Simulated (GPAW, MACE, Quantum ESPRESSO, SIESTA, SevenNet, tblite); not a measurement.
# Site energies of Si in place of C in amorphous carbon (123 atoms) across programs

At which of several sites of amorphous carbon (123 atoms) does Si in place of C cost least, and do cheaper methods find the same site as plane waves?

Results are calculated, not measured.

### Step 1. Set-up

The cell holds 123 atoms (123 C), with edges of 11.09, 11.09 and 11.09 Å. Recipe: 123 atoms (123 C) placed at random at 1.8 g/cm³, melted at 6000 K for 10 ps at fixed volume with the LCBOP (Los and Fasolino, Phys. Rev. B 68, 024107 (2003)). Quenched from 5000 K to 300 K at 500 K/ps and fixed volume, held 5 ps, then minimised at fixed cell. Then the atoms were relaxed with MACE MP-0b3 medium in the fixed cell.

### Step 2. The reference input

Quantum ESPRESSO 7.5: Kohn-Sham DFT, PBE, SSSP efficiency 1.3.0 pseudopotentials, plane waves. Its input, pw.in, for the unchanged cell:

```
&control
  calculation = 'scf'
  pseudo_dir = './pseudo'
  outdir = './tmp'
  disk_io = 'none'
  tprnfor = .true.
  tstress = .true.
/
&system
  ibrav = 0
  nat = 123
  ntyp = 1
  ecutwfc = 45
  ecutrho = 360
  nosym = .true.
  occupations = 'smearing'
  smearing = 'fd'
  degauss = 0.003675
/
&electrons
  conv_thr = 6.2e-07
  electron_maxstep = 100
  mixing_beta = 0.2
  mixing_mode = 'local-TF'
  diagonalization = 'david'
/
ATOMIC_SPECIES
C 12.011 C.upf
CELL_PARAMETERS angstrom
11.08510 0.00000 0.00000
0.00000 11.08510 0.00000
0.00000 0.00000 11.08510
ATOMIC_POSITIONS crystal
C 0.55116 0.05676 0.22054
C 0.65263 0.63008 0.05657
C 0.29199 0.35633 0.39253
C 0.21930 0.05556 0.98331
[... 117 atom lines left out ...]
C 0.25926 0.69049 0.28715
C 0.86333 0.61443 0.21457
K_POINTS gamma
```

```console
$ OMP_NUM_THREADS=1 mpirun -np 4 pw.x -in pw.in > output.txt
```

Elapsed: 2.7 min, on 4 MPI ranks of Arm Neoverse V1, shared host; peak memory 4.1 GiB; 11 min of CPU time.

It converged with an r.m.s. force component of 0.58 eV/Å and a pressure of -11 GPa.

### Step 3. The levels

The levels share the cells and solve them as single points, though not every level runs every cell. CPU time is summed over a level's finished runs, on a host shared with the other runs, so it is rough; the force column is the median over cells of the r.m.s. difference of force components from the reference.

| level | basis or training data | k-points | runs finished | CPU time | peak memory (GiB) | force difference (meV/Å) |
| --- | --- | --- | --- | --- | --- | --- |
| QE, PBE | plane waves, SSSP efficiency, 45/360 Ry | Γ | 6 of 6 | 70 min | 4.1 | reference |
| GPAW dzp, PBE | dzp orbitals, PAW, h 0.18 Å | Γ | 5 of 5 | 48 min | 2.8 | 202 |
| SIESTA DZP, PBE | DZP orbitals, shift 0.01 Ry, mesh 300 Ry | Γ | 5 of 5 | 40 min | 2 | 318 |
| tblite GFN1-xTB | tight binding with its own dispersion term | Γ | 5 of 5 | 22 s | 0.13 | 308 |
| MACE MP-0b3 medium | trained on PBE(+U) plane-wave data | - | 6 of 6 | 65 s | 1.4 | 593 |
| SevenNet 0 | trained on PBE(+U) plane-wave data | - | 6 of 6 | 58 s | 1.3 | 542 |

The reference's own r.m.s. force component runs from 555 to 670 meV/Å over these cells. MACE MP-0b3 medium relaxed the atoms, so in the cells that it relaxed its own forces are small, and its entry isn't an independent test there.

### Step 4. The sites

Each changed cell was relaxed with MACE MP-0b3 medium before the single points. Neighbours are the site's nearest atoms before the change.

| site | nearest atoms | their mean distance (Å) | atoms within 6 Å | largest move on relaxing (Å) | longest force left in the reference (eV/Å) |
| --- | --- | --- | --- | --- | --- |
| C11 | C4 | 1.56 | 85 | 0.49 | 2.73 |
| C118 | C3 | 1.46 | 89 | 0.80 | 2.85 |
| C34 | C3 | 1.51 | 72 | 0.64 | 2.54 |
| C102 | C3 | 1.49 | 83 | 0.52 | 2.75 |
| C46 | C2 | 1.34 | 82 | 1.03 | 2.73 |

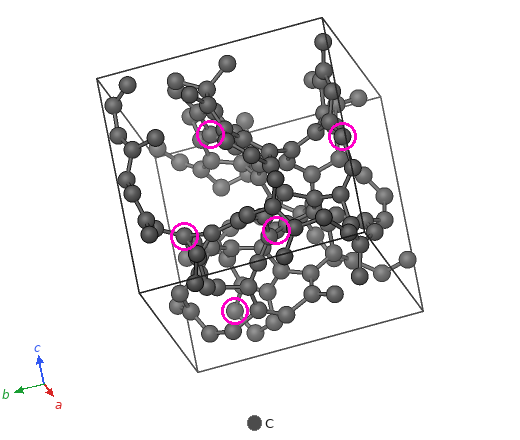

The unchanged cell with the tried sites ringed (carbon dark grey). Some periodic images of atoms are drawn too.

### Step 5. Site energies

All changed cells hold the same atoms, so within one level their energies compare with no chemical potential. Energies in eV, less that of C11, the reference's cheapest site; the last column is the largest deviation from the reference once each row's mean is taken off.

| level | C11 | C118 | C34 | C102 | C46 | cheapest | largest deviation |
| --- | --- | --- | --- | --- | --- | --- | --- |
| QE, PBE | 0.00 | 0.62 | 2.01 | 2.57 | 3.29 | C11 | - |
| GPAW dzp, PBE | 0.00 | 0.37 | 1.85 | 2.37 | 2.74 | C11 | 0.31 |
| SIESTA DZP, PBE | 0.00 | 0.28 | 1.79 | 2.33 | 2.60 | C11 | 0.39 |
| tblite GFN1-xTB | 0.00 | 0.21 | 1.60 | 2.48 | 2.53 | C11 | 0.42 |
| MACE MP-0b3 medium | 0.00 | 0.12 | 1.33 | 1.39 | 0.72 | C11 | 1.58 |
| SevenNet 0 | 0.00 | 0.82 | 2.06 | 2.25 | 1.53 | C11 | 1.39 |

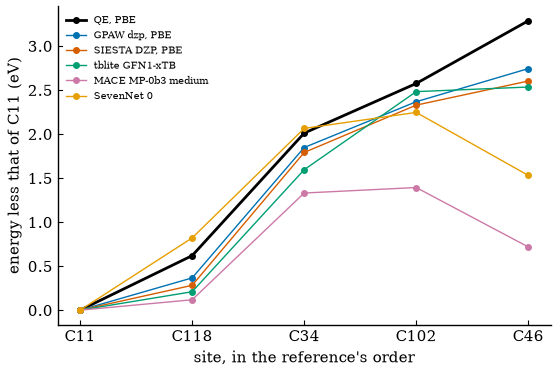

Site energies by level.

### Step 6. Outcome

In the reference the cheapest site is C11 (C4) and the dearest C46 (C2), 3.3 eV higher. All 5 other levels pick the same cheapest site, and 3 give the whole order. GPAW dzp, PBE follows the reference most closely (0.31 eV at worst) and MACE MP-0b3 medium least (1.58 eV).

The other programs at PBE deviate by 0.39 eV at most, the learned potentials by 1.39 to 1.58 eV.

Caveats: The geometries are those of MACE MP-0b3 medium; forces of up to 2.9 eV/Å remain in the reference, so relaxing in DFT would lower the energies, by amounts that can differ from site to site and can change the order. For MACE MP-0b3 medium alone these are relaxed energies. Defects interact with their periodic images. Atoms moved by over 1 Å in some relaxations, so part of the differences can come from the host's rearranging. Only 5 of the 123 C sites are compared. Learned potentials don't solve for electrons, so the charge or spin state of a defect can't be set in them. The quench rate of 500 K/ps is many orders above laboratory rates, so the cell is likely richer in defects and strain than a real sample. The reference samples only Γ, in a cell whose shortest periodic width is 11 Å. The reference isn't exact: its cutoffs and mesh weren't converged further here. SIESTA's automatically made basis is far from complete, and its potentials were converted by us (checked for H, C, O, Si, Ge and Ca alone). Where levels are smeared, the DFT runs use Fermi–Dirac occupations at 580 K (0.05 eV), and energies are free energies.

[Logs are printed without paths, hosts, clocks, repeated set-up lines and the standing remarks that a program may print on its own settings, such as how far it seeks lower states.]

[Hosts, paths, dates, database ids (printed as entryN), source tags and the programs' standing remarks are cut or masked in the printed files.]
